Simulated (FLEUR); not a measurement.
Band structure of GaNi (Pm-3m, 2 atoms in the cell).

```
CELL_PARAMETERS angstrom
      2.88305     0.00000     0.00000
      0.00000     2.88305     0.00000
      0.00000     0.00000     2.88305
ATOMIC_POSITIONS crystal
  Ga 0.00000 0.00000 0.00000
  Ni 0.50000 0.50000 0.50000
```

Method of the run: PBEsol, all-electron FLAPW (FLEUR), scalar-relativistic valence in FLEUR.

Settings: Kmax = 3.6 1/bohr; GmaxXC = 12.6 1/bohr; xcFunctional = PBEs; jspins = 1; l_soc = F; mode = hist; fermiSmearingEnergy = 0.00499791 Htr; mesh (inpgen div1-3) = 9 9 9; inpgen gamma flag = false; Gmax = 12.6 1/bohr; numbands = 0; maxIterBroyd = 25; imix = Anderson; alpha = 0.05.

The starting cell comes from a database of computed structures (which also holds hypothetical and non-ambient phases and stackings), without a prior relaxation at this level. Its lattice was rescaled by a random factor within 2.5 % of one. Spin polarisation is off. Values depend on the basis (sphere radii, cutoffs, local orbitals), which need not be converged.

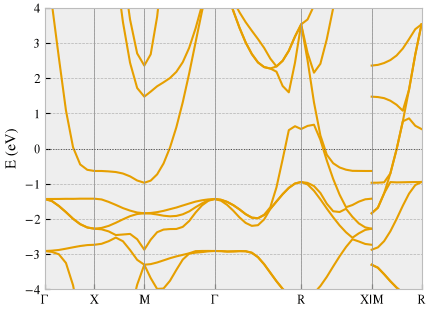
Figure. Bands along the path, energies from the Fermi level.

Levels in eV from the Fermi level, bands 11 to 18:
| point | 11 | 12 | 13 | 14 | 15 | 16 | 17 | 18 |
|---|---|---|---|---|---|---|---|---|
| Γ | -2.91 | -1.43 | -1.43 | -1.43 | 4.95 | 4.95 | 4.95 | 10.91 |
| X | -2.73 | -2.27 | -2.27 | -1.42 | -0.63 | 10.41 | 10.41 | 11.68 |
| M | -3.30 | -2.87 | -1.84 | -1.84 | -0.97 | 1.48 | 2.36 | 11.46 |
| R | -4.29 | -0.95 | -0.95 | 0.56 | 3.53 | 3.53 | 3.53 | 4.14 |
